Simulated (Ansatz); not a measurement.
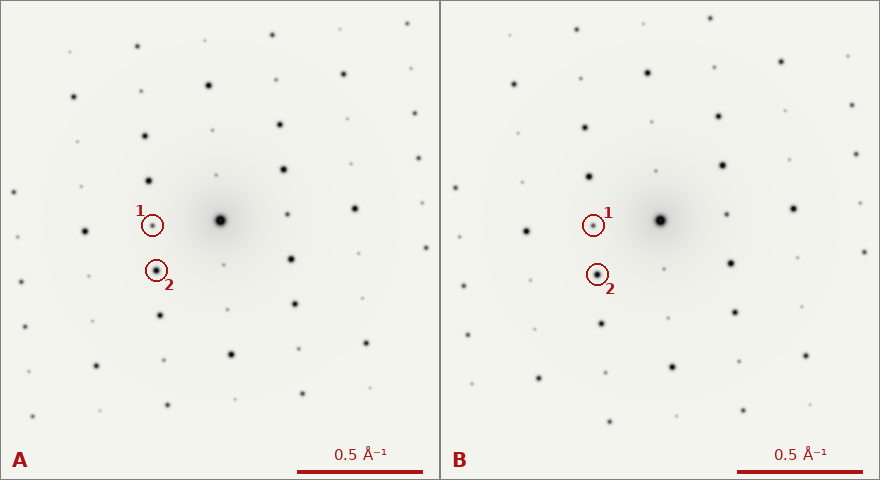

Kinematic electron diffraction patterns (200 kV, B = 0.5 Å², same scale) along [100] of the run's own cell, for the start and the end of one relaxation of Rb2Sn with DFT PBE, scalar-relativistic, plane waves, PAW in Ansatz 0.2.0. k mesh 12×12×12. The start is a generated model structure, and the relaxation ends in the nearest stationary point of its symmetry, not necessarily the ground state. Spot 1 is 0 0 -1 and spot 2 is 0 1 -1 in both.

Start structure:

```
Rb Sn
1.0
     5.82842    0.00000    0.00000
    -2.91421    5.04756    0.00000
     0.00000    0.00000    3.70507
Rb Sn
2 1
Direct
  0.33333 0.66667 0.50000
  0.66667 0.33333 0.50000
  0.00000 0.00000 0.00000
```

Q: Which pattern belongs to the start structure, and which to the relaxed one?

A: B is the start: its cell gives d(1) = 3.705 Å, d(2) = 2.987 Å and an angle of 36.3°. A is the relaxed structure, with d(1) = 3.667 Å (-1.0 %), d(2) = 3.054 Å (+2.3 %) and 33.6°.

Q: Summarise the relaxation behind the change.

A: The volume changed by +18.3 % to 42.97 Å³ an atom; the fractional coordinates hardly changed; the space group stayed P6/mmm (No. 191); the free energy fell by 86 meV an atom. Relaxed cell: a = 6.371 Å, b = 6.371 Å, c = 3.667 Å, α = 90.00°, β = 90.00°, γ = 120.00°.
